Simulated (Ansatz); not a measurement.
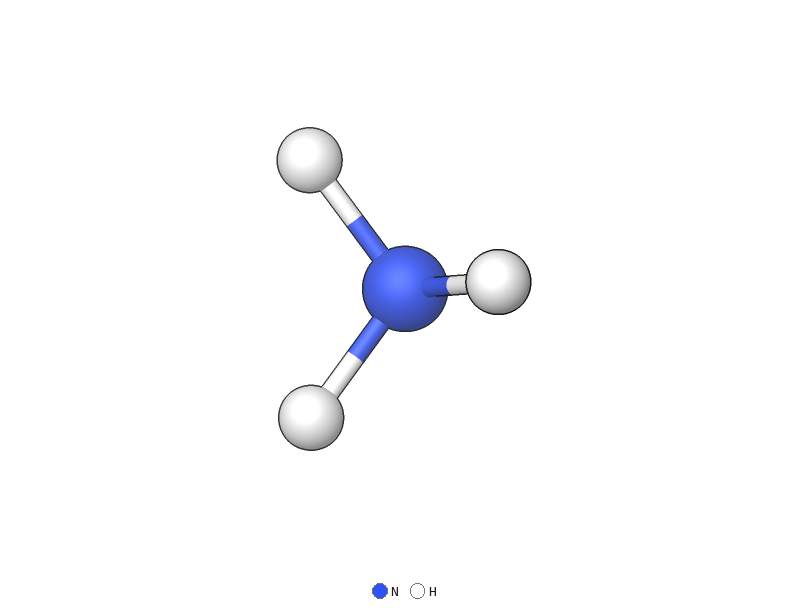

Rendered structure (ball-and-stick style). Every bond is drawn as one stick, whatever its order.

The geometry was computed by an optimisation with PBE0-D4/def2-TZVP.

What does the picture show?

Formula NH₃. The point group is C3v. Coordination: 1 N trigonal pyramidal.

More results for the same structure follow; atom numbers are the same in all pictures, views and colours differ.

Vibrations

Harmonic vibrations computed with RKS PBE0-D4/def2-TZVP (Ansatz 0.2.0) at a stationary point of the same level.

**How many vibrational modes are there, and where do they lie?**

6 modes: 1031, 1670, 1670, 3502, 3631, 3631 cm⁻¹.

Electronic properties

Level of theory: RKS PBE0-D4/def2-TZVPP (Ansatz 0.2.0).

Predict the main results.

- HOMO energy (Kohn–Sham orbital): −7.58 eV
- LUMO energy (Kohn–Sham orbital): 1.03 eV
- HOMO–LUMO gap: 8.62 eV

Charges

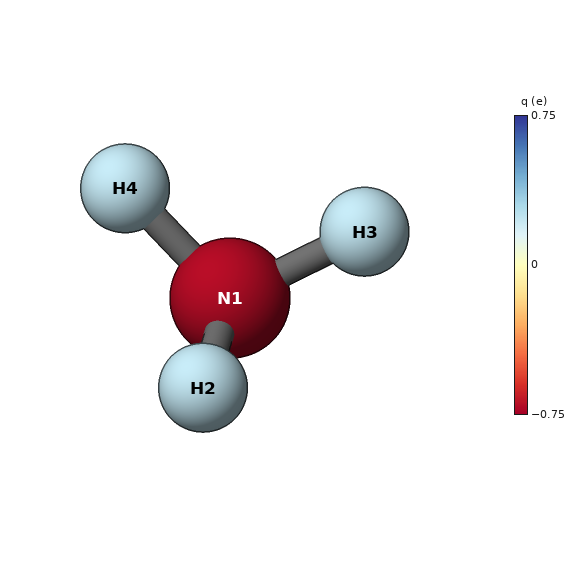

Atoms are coloured by their Mulliken charges. Level of theory: RKS PBE0-D4/def2-TZVP (Ansatz 0.2.0).

Give the Mulliken charges atom by atom.

```csv
atom,value (e)
N1,−0.70
H2,0.23
H3,0.23
H4,0.23
```

Mulliken values depend strongly on the basis set and can even reverse the polarity of a bond.
